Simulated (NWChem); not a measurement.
# C3H7 (methylethyl): UHF/6-31+G(d) (spherical functions)

Aim: the electronic atomisation energy of C3H7 (methylethyl) at UHF/6-31+G* (spherical functions), from 3 runs. 

The calculation is run with NWChem 7.3.0.

2 further runs of the same task are left out: 2 set aside as unsound or not needed.

### 1 The molecule

C3H7: 10 atoms, total charge 0, spin state doublet. As SMILES, `C[CH]C`. The shape is that of a PBE0-D4/def2-TZVP optimisation.

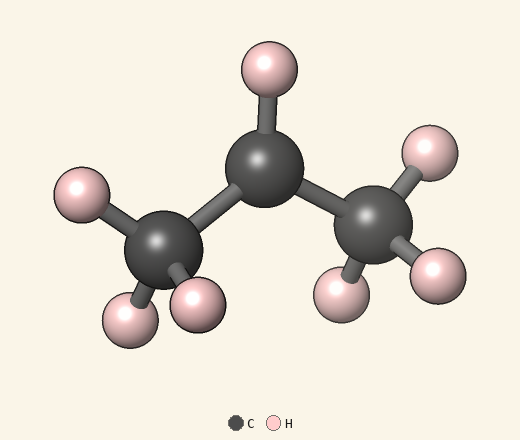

Viewed from a chosen angle; carbon dark grey, hydrogen pink.

### 2 A single-point energy at UHF/6-31+G(d) (spherical functions)

Contents of c3h7.nw:

```
echo
start c3h7
title "C3H7"
memory 2200 mb
geometry units angstroms noautosym nocenter noautoz
  C    -0.670800    0.774700   -0.789100
  C     0.422000   -0.150000   -0.409900
  C     0.462500   -0.759500    0.939200
  H    -1.652400    0.364700   -0.523700
  H    -0.672300    0.993600   -1.858600
  H    -0.593400    1.739600   -0.262500
  H     1.301400   -0.211400   -1.041000
  H    -0.510700   -1.180900    1.217600
  H     1.208800   -1.552900    1.010400
  H     0.704900   -0.018000    1.717600
end
basis spherical bse
  * library 6-31+G*
end
scf
  doublet
  uhf
  thresh 1e-08
  maxiter 80
  print low
end
task scf energy
```

On the command line:

```bash
$ nwchem c3h7.nw > c3h7.out
```

Standard output:

```text
[...]
  functions       =    68
[...]
  wavefunction    = UHF
[...]
         Total SCF energy =   -117.636733085202
      One electron energy =   -307.041218863121
      Two electron energy =    113.682405157187
 Nuclear repulsion energy =     75.722080620733
                       Sz =      0.5000
                 Sz(Sz+1) =      0.7500
                      S^2 =      0.7638
[...]
```

Run time: 8.1 s. Hardware: 1 thread of Intel Xeon Platinum 8488C (Sapphire Rapids), shared host; peak memory 0.098 GiB.

### 3 The C atom, same level

Contents of c.xyz:

```xyz
1

C      0.000000     0.000000     0.000000
```

Contents of c.nw:

```
start c
memory 2200 mb

geometry units angstroms noautosym nocenter noautoz
  load c.xyz
end

basis spherical bse
  * library 6-31+G*
end

scf
  triplet
  uhf
  thresh 1e-08
  maxiter 80
  noprint "final vectors analysis"
end

task scf energy
```

Run the same way, it converges to -37.68358 Eh (log not shown).

### 4 The H atom, same level

Contents of test.nw:

```
start test
memory total 2200 mb

geometry noautosym nocenter noautoz
  H     0.000000    0.000000    0.000000
end

basis spherical bse
  * library 6-31+G*
end

scf
  doublet
  uhf
  thresh 1e-08
  maxiter 80
  print low
end

task scf energy
```

Run the same way, it converges to -0.49823 Eh (log not shown).

### 5 Results

Level: UHF/6-31+G* (spherical functions).

| quantity | value |
| --- | --- |
| molecule: total energy | -117.63673 Eh |
| molecule: ⟨S²⟩ | 0.764 |
| C atom: total energy | -37.68358 Eh |
| C atom: dipole moment | 0.00 D |
| C atom: ⟨S²⟩ | 2.006 |
| H atom: total energy | -0.49823 Eh |
| H atom: ⟨S²⟩ | 0.750 |
| electronic atomisation energy | 29.888 eV |

Taking the molecule apart into free atoms costs 29.89 eV (689 kcal/mol), before zero-point energy and without spin-orbit coupling. Hartree–Fock lacks the correlation of the bonding pairs, which as a rule makes this value much too low; in minimal bases other errors can mask that.
